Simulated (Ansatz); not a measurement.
```yaml
atoms:
  - { symbol: F, position_ang: [2.8052, -0.9562, 0.7729] }
  - { symbol: In, position_ang: [0.9644, -1.4240, 0.4648] }
  - { symbol: Cl, position_ang: [0.0652, -3.5143, 0.6537] }
  - { symbol: Cl, position_ang: [0.3446, -0.3148, -1.6796] }
  - { symbol: In, position_ang: [-0.9664, 1.4237, -0.4652] }
  - { symbol: F, position_ang: [-2.8146, 0.9909, -0.7794] }
  - { symbol: Cl, position_ang: [-0.0280, 3.4976, -0.6445] }
  - { symbol: Cl, position_ang: [-0.3702, 0.2970, 1.6774] }
```

Geometry: PBE0-D4/def2-TZVP; core potentials replace the inner electrons of In.

All numbers below come from RKS PBE0-D4/def2-TZVPP in Ansatz 0.2.0.

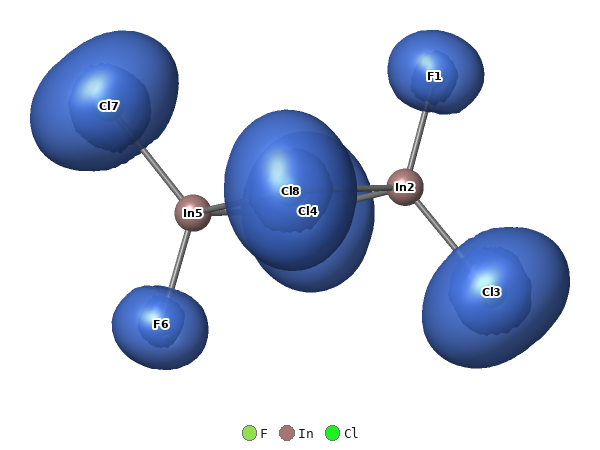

Cl₄F₂In₂ (SMILES [F][In-]1([Cl])[Cl+][In-]([F])([Cl])[Cl+]1). Isosurface of the electron localisation function at 0.75 (blue), seen across its widest extent. Only the valence region is drawn (cores and ρ < 0.01 e/Å³ removed).

Describe the localisation domains.

Answer. At this value the surface marks out four regions wrapped around Cl (the valence shell of each) and two regions wrapped around F (the valence shell of each). Along the contacts the grid gives the following. In–F (1.92 Å): the ELF peaks at about 0.85 in the valence shell of F, 0.5 Å from its nucleus, and drops to about 0.15 between the two atoms. In–Cl (2.28 Å): the ELF peaks at about 0.80 in the valence shell of Cl, 0.9 Å from its nucleus, and drops to about 0.15 between the two atoms.
